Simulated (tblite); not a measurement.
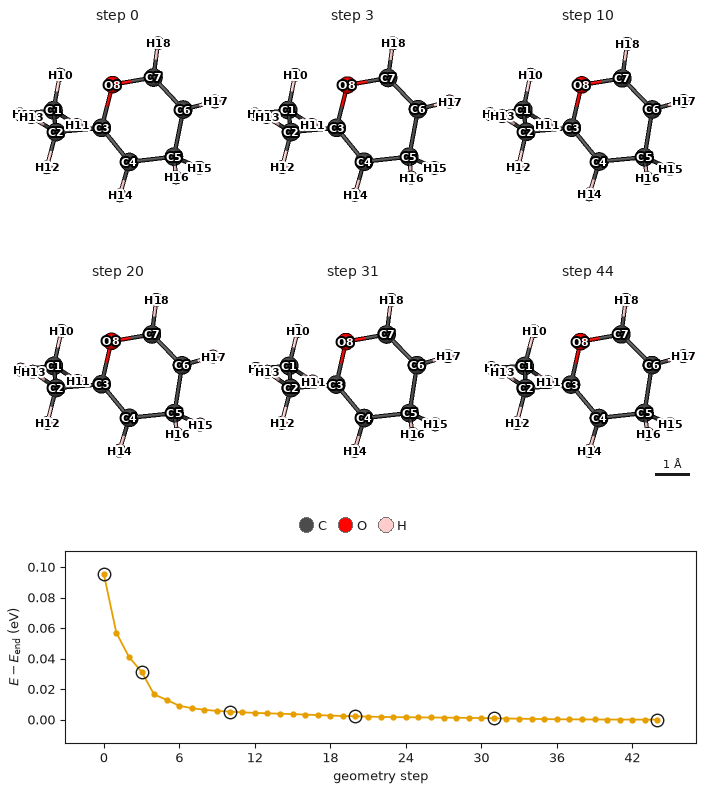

Frames of a relaxation of C7H10O, marked on the history of the run. Style: ball-and-stick. Shown at a tilt.

Method: tblite, GFN2-xTB geometry optimisation, gas phase. 

Question: What happens along the run?

Answer: The energy falls by 0.095 eV in 44 geometry steps. H10 moves most after the best rigid fit: 0.13 Å. Largest moves by element: H 0.13 Å, C 0.07 Å, O 0.07 Å. Near-neighbour distances that change, for instance: C1–C2 1.505 → 1.529 Å, C2–H13 1.114 → 1.092 Å, C3–O8 1.398 → 1.376 Å, C6–C7 1.337 → 1.323 Å. Among the angles between lasting bonds that change: H12–C2–H13 105.6° → 108.8°, C4–C5–C6 112.1° → 109.2°, C2–C3–O8 114.1° → 111.5°. From step 0 to 3: C7 moves most (0.02 Å), energy −0.064 eV. From step 3 to 10: H17 moves most (0.04 Å), energy −0.026 eV. From step 10 to 20: H10 moves most (0.04 Å), energy −0.003 eV. From step 20 to 31: H10 moves most (0.03 Å), energy −0.001 eV. From step 31 to 44: H10 moves most (0.04 Å), energy −0.001 eV.

| step | E − E(0), eV |
| --- | --- |
| 0 | 0.0000 |
| 1 | -0.0385 |
| 2 | -0.0543 |
| 3 | -0.0640 |
| 4 | -0.0788 |
| 5 | -0.0824 |
| 6 | -0.0863 |
| 7 | -0.0879 |
| 8 | -0.0889 |
| 9 | -0.0896 |
| 10 | -0.0901 |
| 12 | -0.0909 |
| 14 | -0.0915 |
| 15 | -0.0917 |
| 17 | -0.0924 |
| 19 | -0.0929 |
| 21 | -0.0934 |
| 23 | -0.0937 |
| 24 | -0.0938 |
| 26 | -0.0939 |
| 28 | -0.0941 |
| 30 | -0.0943 |
| 31 | -0.0945 |
| 33 | -0.0947 |
| 35 | -0.0950 |
| 37 | -0.0952 |
| 39 | -0.0952 |
| 40 | -0.0953 |
| 42 | -0.0953 |
| 44 | -0.0954 |
